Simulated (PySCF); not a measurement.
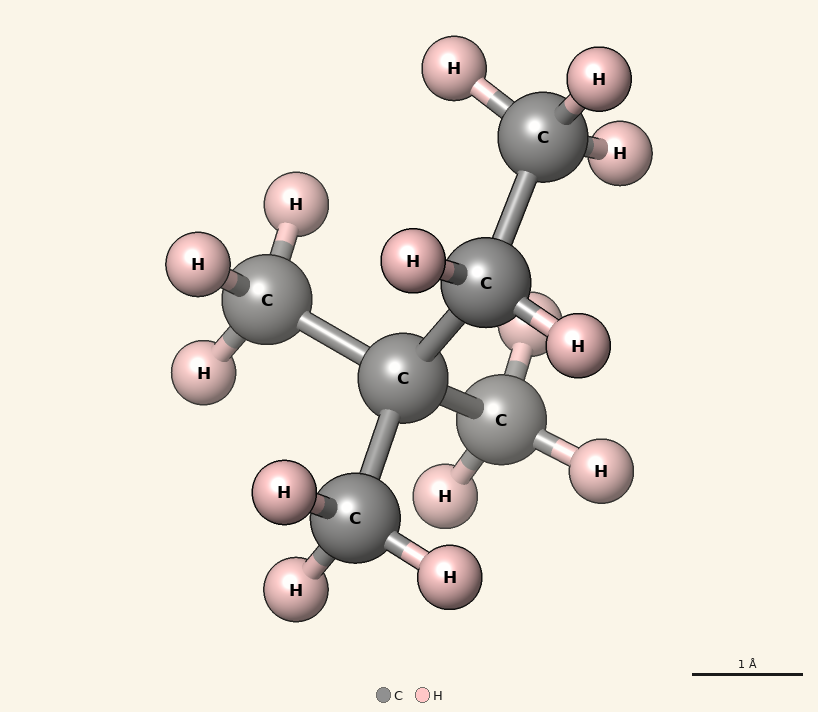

Atoms fade into the background with distance from the viewer. The geometry was computed by an optimisation with GFN2-xTB. No frequency run is at hand to confirm it as a minimum. Masses are those of the most abundant isotopes; constants are for the rigid equilibrium geometry.

### Classify the rotor and give the rotational constants (GHz).

An asymmetric top (Cs): A = 4.33, B = 2.52, C = 2.51 GHz. Ray's parameter κ is −0.99, close to the prolate limit.
